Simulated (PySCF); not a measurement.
# C4H12AlN: electronic excitations

Aim: predict the electronic excitations of C4H12AlN (`C[C@@H]1C[C@H]1[AlH2-][NH3+]`).

The runs use PySCF 2.14.0, with density-fitted response routines of our own; the level of theory stands in each step. All values are computed, except where a source is named. Atoms count from 0, in the outputs and in this text.

## 1. The molecule as given

18 atoms, charge 0, multiplicity 1; geometry from: GFN2-xTB.

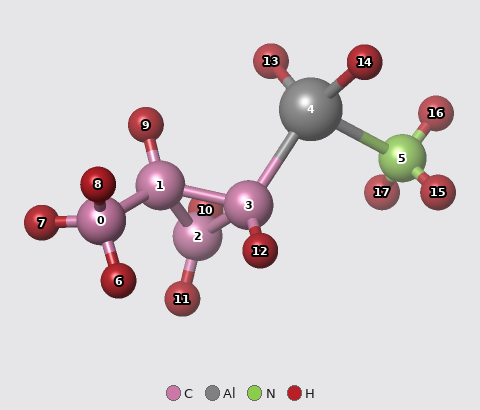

As it starts; carbon pink, aluminium grey, nitrogen green, hydrogen red, atoms numbered.

## 2. Excited states and response: B3LYP/def2-SVPD

What the job is given:

```
{"job": {"kind": "uv", "xc": "B3LYP", "basis": "def2-SVPD", "nstates": 8, "ntriplets": 3}, "charge": 0, "multiplicity": 1}
C     -2.756276     0.499718     0.267886
C     -1.376125     0.175713    -0.243700
C     -0.725757    -1.112864     0.110600
C     -0.176145     0.183306     0.685380
Al     1.410732     0.824993    -0.331667
N      2.912542    -0.415054     0.358160
H     -2.883789     0.132815     1.284932
H     -3.519436     0.040606    -0.361445
H     -2.920406     1.576934     0.269337
H     -1.196408     0.527792    -1.260183
H     -0.152915    -1.608941    -0.666478
H     -1.254310    -1.794875     0.762952
H     -0.468065     0.332555     1.726085
H      1.425850     0.333479    -1.822006
H      2.130484     2.172442    -0.010537
H      3.089613    -0.245991     1.345400
H      3.766186    -0.217230    -0.157099
H      2.685464    -1.399082     0.236447
```

Level: TDDFT B3LYP/def2-SVPD, vertical, gas phase, core orbitals frozen in the response.

Launch:

```sh
OMP_NUM_THREADS=1 python probes_run.py task.json out
```

One launch serves the whole session: the jobs run in the order shown.

Predict these results of the whole session: lowest singlet (B3LYP/def2-SVPD); brightest single state of those computed; lowest triplet.

**Answer**, as computed:

| quantity | value |
| --- | --- |
| lowest singlet (B3LYP/def2-SVPD) | 4.91 eV (253 nm), f = 0.000 |
| brightest single state of those computed | state 3, 5.97 eV, f = 0.027 |
| lowest triplet | 4.86 eV |

The lowest singlet, at 4.91 eV, is HOMO→LUMO 0.99 and is dark; of the 8 states computed, the strongest absorption comes from state 3 at 5.97 eV. The lowest triplet lies 0.05 eV below the lowest singlet (triplets in Tamm-Dancoff, singlets in full TDDFT).
